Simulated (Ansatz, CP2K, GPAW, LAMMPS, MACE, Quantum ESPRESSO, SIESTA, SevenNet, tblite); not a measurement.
## tblite runs on glassy 48SiO2-36B2O3-8MgO-8CaO (mol %) (89 atoms)

Wanted: tblite inputs and outputs for glassy 48SiO2-36B2O3-8MgO-8CaO (mol %) (89 atoms), checked against a plane-wave reference.

Program: tblite 0.8.0. Level of theory: the method is named at each step. Results are calculated unless marked as measured.

## Step 1: The structure

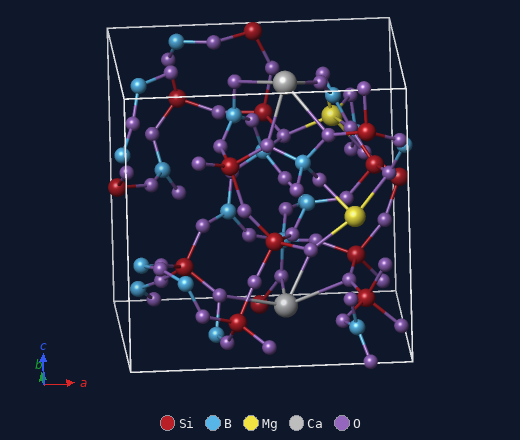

The cell as given, slightly off an axis (silicon red, boron blue, magnesium yellow, calcium light grey, oxygen purple). Some periodic images of atoms are drawn too.

The cell holds 89 atoms: 12 Si, 18 B, 2 Mg, 2 Ca and 55 O. Cell: a = 10.205 Å, b = 10.205 Å, c = 10.205 Å, α = 90.0°, β = 90.0°, γ = 90.0°. 89 atoms (12 Si, 18 B, 2 Mg, 2 Ca, 55 O) placed at random at 2.19 g/cm³, melted at 3000 K for 20 ps at fixed volume with the Buckingham and Coulomb pair potential of Guillot and Sator (Geochim. Cosmochim. Acta 71, 1249 (2007)) with the boron terms of Wang et al. (J. Non-Cryst. Solids 498, 294 (2018)). Quenched from 3000 K to 300 K at 50 K/ps and fixed volume, held 10 ps at zero pressure.

The yardstick, on the same geometry:

| Item | Value |
| --- | --- |
| method | Kohn-Sham DFT, PBE, PAW, plane waves (Ansatz 0.2.0); cutoff 420 eV, Γ point, fermi-dirac smearing of 0.05 eV; PAW set soft_2 |
| r.m.s. force component | 1.256 eV/Å |
| longest force | 6.213 eV/Å |
| pressure | -1.643 GPa |
| gap (highest filled to lowest empty level) | 2.833 eV |
| SCF cycles | 9 |
| time | 15 s on 4 threads of Arm Neoverse V1, shared host |
| CPU time | 55 s |

## Step 2: GFN1-xTB

Method: GFN1-xTB tight binding, diagonalisation.

Contents of run.py:

```python
import numpy as np
from ase.io import read
from tblite.ase import TBLite

atoms = read("structure.xyz")
atoms.calc = TBLite(method="GFN1-xTB", electronic_temperature=580, accuracy=1.0, max_iterations=250, mixer_damping=0.4, verbosity=1)
energy = atoms.get_potential_energy()
forces = atoms.get_forces()
print(f"energy {energy:.6f} eV")
print("forces (eV/A)")
for i, (a, f) in enumerate(zip(atoms, forces)):
    print(f"{i:4d} {a.symbol:2s} {f[0]:10.5f} {f[1]:10.5f} {f[2]:10.5f}")
stress = -atoms.get_stress(voigt=False) * 160.21766
print("stress (GPa, compression positive)")
for row in stress:
    print(" ".join(f"{x:10.4f}" for x in row))
print("charges (e)")
print(np.array2string(atoms.get_charges(), precision=4, suppress_small=True, max_line_width=110, threshold=100000))
```

Contents of structure.xyz:

```xyz
89
Lattice="10.20454 0.00000 0.00000 0.00000 10.20454 0.00000 0.00000 0.00000 10.20454" Properties=species:S:1:pos:R:3 pbc="T T T"
Si 2.30347 5.06166 2.53052
Si 8.75550 0.19654 8.58569
Si 3.98610 1.29547 1.35435
Si 5.51586 9.12561 7.12787
Si 2.47613 10.12392 7.50462
Si 5.19391 8.85979 0.03663
Si 8.75213 3.27239 1.59272
Si 9.24184 4.38305 6.26508
Si 8.59304 6.23314 2.43950
Si 5.44524 2.29204 4.06712
Si 3.90926 2.55144 6.87184
Si 0.03806 6.71908 5.15891
B 6.03292 7.77341 2.68308
B 7.02532 10.15535 3.45628
B 2.08724 0.40645 3.11289
B 0.73013 3.63394 9.72636
B 8.83142 8.93693 6.31743
B 1.81110 8.98591 5.15574
B 4.22386 4.97512 8.14628
B 0.62299 2.70573 3.25617
B 8.26619 0.66891 1.19026
B 0.72758 7.22665 1.21352
B 5.33891 6.62969 6.33712
B 7.83137 5.13492 8.71447
B 4.02100 6.62642 4.13712
B 2.41552 8.76978 9.97943
B 3.34637 4.02334 0.22889
B 6.78439 4.62725 4.86348
B 0.01378 2.30194 7.50034
B 6.49162 1.53037 7.17685
Mg 8.34068 1.70508 5.05472
Mg 7.88464 7.14420 7.43033
Ca 5.95159 2.33061 9.97504
Ca 5.97762 5.71964 0.78453
O 6.04986 5.61342 5.55627
O 9.67166 2.83135 6.34100
O 3.52740 4.53980 1.55721
O 6.16773 3.76497 3.93263
O 2.72594 1.52078 7.28972
O 9.65656 6.32865 3.68057
O 4.20999 7.04899 5.49433
O 5.05023 0.22960 0.67156
O 1.50048 9.57267 6.35743
O 2.42011 9.68401 4.10294
O 8.19618 4.51357 5.02023
O 2.68053 0.49808 1.84865
O 5.86955 9.04694 8.79233
O 1.31557 7.69330 4.94553
O 7.32584 4.10406 9.48022
O 2.15642 9.76860 9.05224
O 5.96823 8.09240 1.25506
O 8.02842 0.04878 2.40592
O 3.66333 4.11304 7.22583
O 3.04422 5.70148 3.87201
O 7.83066 2.02948 1.09791
O 8.70427 9.97820 5.40963
[... 29 atom lines left out ...]
O 6.17701 0.26664 6.49621
O 5.25299 2.07897 7.72800
O 9.57288 6.99582 1.22740
O 8.66896 8.99530 7.69555
```

The run is started by

```
$ OMP_NUM_THREADS=1 python run.py > output.txt
```

Log:

```text
------------------------------------------------------------
  cycle        total energy    energy error   density error
------------------------------------------------------------
      1     -295.3099244559  -2.9664467E+02   1.0462739E+00
      2     -308.1977907045  -1.2887866E+01   6.3791666E-01
      3     -310.6098440334  -2.4120533E+00   4.1211639E-01
      4     -313.5108327779  -2.9009887E+00   1.1345653E-01
      5     -312.4749913330   1.0358414E+00   1.6592522E-01
      6     -313.6061976724  -1.1312063E+00   3.4716984E-02
      7     -313.6312020350  -2.5004363E-02   2.1076675E-02
      8     -313.6338474184  -2.6453834E-03   1.7059573E-02
      9     -313.6380588515  -4.2114331E-03   1.1741138E-02
     10     -313.6412081327  -3.1492811E-03   5.0841556E-03
     11     -313.6417676132  -5.5948048E-04   1.2709819E-03
     12     -313.6417629959   4.6172983E-06   1.1942882E-03
     13     -313.6418069772  -4.3981342E-05   2.6249732E-04
     14     -313.6418088478  -1.8705829E-06   2.5226685E-05
     15     -313.6418088564  -8.5722718E-09   1.0931931E-05
------------------------------------------------------------
 total:                                   4.278 sec
energy -8534.628334 eV
forces (eV/A)
   0 Si    1.09442    0.74532    0.59974
   1 Si   -2.45856    0.97499    0.77761
   2 Si   -0.52458    0.91936   -0.60109
   3 Si    0.44806    2.63101    0.07520
   4 Si    1.01920   -0.39527    0.45494
   5 Si    1.21836    0.71234    1.28610
   6 Si    2.16058   -0.56250   -1.77660
   7 Si   -1.73985    0.07604   -0.63475
   8 Si    0.59647    2.69694   -0.31446
   9 Si    1.91558    0.22672   -0.44216
  10 Si    1.16600    0.48402   -0.57507
  11 Si    0.46596    1.25484   -0.69820
  12 B    -0.13768    1.27933    2.07639
  13 B    -1.20265   -2.27150   -2.01252
  14 B    -0.18066    0.73625    1.00597
  15 B     1.64275   -0.80319    0.43943
  16 B    -0.26147    3.73191   -4.01847
  17 B    -0.57541   -0.00509   -1.45887
  18 B     1.28372    1.71351   -1.36353
  19 B     1.14254   -1.05694   -1.47132
  20 B    -1.39838   -1.17757    1.83417
  21 B     0.57472   -0.20918   -0.99178
  22 B    -1.65275   -1.91662   -1.60289
  23 B    -2.07303    0.57041    2.88597
[...]
81 O     0.03888    0.38427   -0.69441
  82 O     0.13122   -0.02729   -0.49556
  83 O     0.04440    0.09486   -1.03781
  84 O    -0.37669   -1.26989   -0.44137
  85 O    -0.69990   -2.25909    0.55641
  86 O    -1.01380    0.91387    1.26626
  87 O    -0.67040    0.15547    1.13851
  88 O     0.18913    0.84452    1.97721
stress (GPa, compression positive)
    1.3640    -0.0486     1.7002
   -0.0486     1.1340     1.9399
    1.7002     1.9399    -0.6785
charges (e)
[ 0.4112  0.4557  0.4265  0.4328  0.4372  0.4366  0.4606  0.4677  0.4415  0.4427  0.4457  0.4581  0.6851
  0.6751  0.679   0.6561  0.6528  0.6975  0.662   0.6786  0.6829  0.66    0.6896  0.6341  0.652   0.6792
  0.6871  0.6855  0.6959  0.6803  0.722   0.7496  0.4329  0.437  -0.4959 -0.3333 -0.3413 -0.3321 -0.2543
 -0.25   -0.5095 -0.2571 -0.3298 -0.4184 -0.3472 -0.335  -0.2699 -0.308  -0.4144 -0.3113 -0.3052 -0.464
 -0.3212 -0.33   -0.2923 -0.6032 -0.327  -0.2551 -0.267  -0.3139 -0.3038 -0.3614 -0.3389 -0.339  -0.6286
 -0.4588 -0.3181 -0.4446 -0.372  -0.3336 -0.3448 -0.3695 -0.3573 -0.4996 -0.3107 -0.3266 -0.3566 -0.4607
 -0.4385 -0.2368 -0.4831 -0.2643 -0.4414 -0.4255 -0.2036 -0.3658 -0.3104 -0.3581 -0.3519]
```

Elapsed: 4.9 s, on 1 thread of Arm Neoverse V1, shared host; peak memory 0.12 GiB.

Banners, paths, timers and routine set-up lines are dropped from the logs unmarked, and long logs keep their key lines alone; longer cuts are marked.

Against the reference:

```yaml
r_m_s_force_component: 1.115 eV/Å
r_m_s_difference_of_force_components: 538.6 meV/Å
longest_difference_of_force_vectors: 2415 meV/Å
force_difference_over_r_m_s_force: 42.87 %
slope_of_forces_against_the_reference_s: 0.8021
correlation_of_force_components: 0.9036
pressure: 0.6065 GPa
pressure_difference: 2.249 GPa
```

Length of the force difference by element (eV/Å):

| element | atoms | mean | most |
| --- | --- | --- | --- |
| B | 18 | 0.83 | 1.4 |
| Ca | 2 | 0.55 | 0.79 |
| Mg | 2 | 0.60 | 0.78 |
| O | 55 | 0.63 | 1.1 |
| Si | 12 | 1.7 | 2.4 |

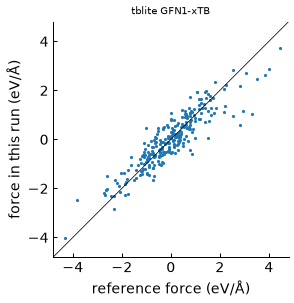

Force components against those of the reference; the line marks equality.

A closer look about O49, picked at random: 9 atoms, nearest first, numbered in the order of the input, with positions taken from that point.

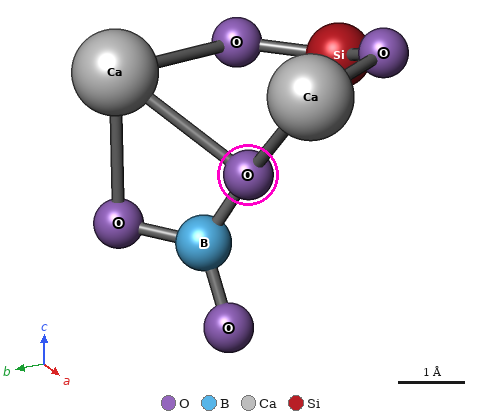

The atoms of the table, within 2.9 Å (arrows a, b, c point along x, y, z); some may hide others; the central atom is ringed.

| atom | x | y | z | distance (Å) | bonds | Mulliken charge (e) | Fx | Fy | Fz (eV/Å) |
| --- | --- | --- | --- | --- | --- | --- | --- | --- | --- |
| O49 | 0.00 | 0.00 | 0.00 | 0.00 | 3 | -0.41 | -0.48 | -0.10 | -0.23 |
| B24 | 0.51 | 1.03 | -0.77 | 1.38 | 3 | 0.63 | -2.07 | 0.57 | 2.89 |
| Ca33 | -1.37 | -1.77 | 0.49 | 2.30 | 6 | 0.43 | 1.43 | 1.15 | -2.18 |
| O74 | 0.23 | 2.36 | -0.31 | 2.39 | 3 | -0.50 | 0.22 | -1.81 | -0.86 |
| O70 | 1.11 | 0.90 | -1.98 | 2.44 | 3 | -0.33 | 0.45 | -0.05 | 0.52 |
| Ca34 | -1.35 | 1.62 | 1.51 | 2.59 | 7 | 0.44 | -0.03 | -0.07 | -0.65 |
| O55 | 0.50 | -2.07 | 1.82 | 2.81 | 3 | -0.29 | -0.93 | 0.28 | -0.01 |
| Si7 | 1.43 | -0.83 | 2.32 | 2.85 | 4 | 0.46 | 2.16 | -0.56 | -1.78 |
| O85 | 0.91 | 0.67 | 2.62 | 2.85 | 3 | -0.20 | -0.38 | -1.27 | -0.44 |

Atoms are counted from 1 here, from 0 in the log.

Forces lie 43 % from the reference's, at 0.089 times its CPU time (on 1 against 4 cores).

## Step 3: Outcome

```
force difference from the reference : tblite GFN1-xTB, 43 %
its CPU time                        : 4.9 s
```

What this shows: Tight binding differs by 43 % (tblite GFN1-xTB); it is another model, with fitted parameters of its own, and the xTB methods hold dispersion. One electronic-structure run takes under half the reference's CPU time: tblite GFN1-xTB, at 43 % in 4.9 s against 55 s; its pressure misses by +2.2 GPa. Periodic xTB results under one method name differ between programs and library versions. The quench rate of 50 K/ps is many orders above laboratory rates, so the cell is likely richer in defects and strain than a real sample. The network of bonds at the start is that of the classical potential that made the cell, and needn't be the one that DFT or experiment would give. The electronic-structure runs sample only Γ, in a cell whose shortest periodic width is 10 Å.

[Also dropped from logs without a mark: logging warnings of Python, and SIESTA's first energy breakdown and zero terms.]

[Logs are printed without paths, hosts, clocks, repeated set-up lines and the standing remarks that a program may print on its own settings, such as how far it seeks lower states.]

[Hosts, paths, dates, database ids (printed as entryN), source tags and the programs' standing remarks are cut or masked in the printed files.]
